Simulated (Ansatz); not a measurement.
Input file:

```
crystal:
  periodic: [false, false, false]
  atoms:
    - { symbol: Al, position_ang: [0.02097, -0.424579, -0.459066] }
    - { symbol: F, position_ang: [0.018652, -0.195356, 2.409504] }
    - { symbol: H, position_ang: [1.40325, 0.205949, -0.913997] }
    - { symbol: H, position_ang: [-1.388363, 0.165501, -0.882891] }
    - { symbol: H, position_ang: [0.05017, -1.767318, 0.362689] }
    - { symbol: H, position_ang: [0.031221, -1.067696, 2.084961] }
basis:
  gaussian: { orbitals: def2-SVP }
hamiltonian:
  xc: r2scan
  dispersion: d4
relax:
  f_tol: 0.03
  max_steps: 50
output:
  orbitals: {}
```

Run with:

```sh
ansatz run input.yaml --threads 1 --pin off --max-ram 2048MiB --backend cpu --events-out ev --progress --plain --runs-dir out
```

The fields are those of the run's last geometry, not of the input's.

Computed with RKS r2SCAN-D4/def2-SVP (Ansatz 0.2.0).

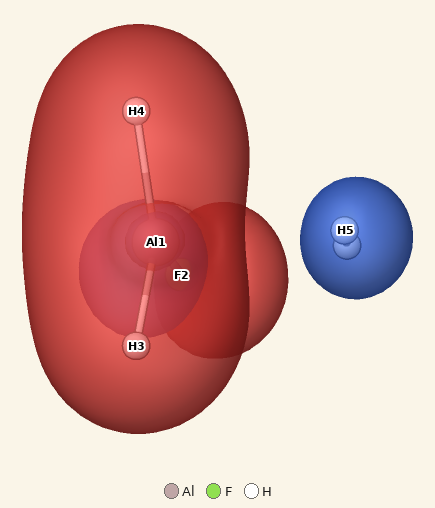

AlFH$_{2}$···H$_{2}$. The HOMO−1 at ±0.08 Å⁻³ᐟ² (blue and red are the two phases), seen from one side.

Question: Where does this orbital lie, and at what energy?

Answer: Its weight (Hirshfeld) is mainly on Al1 (about 30 %), F2 (about 30 %), H3 (about 20 %) and H4 (about 20 %). Its energy is −9.10 eV.
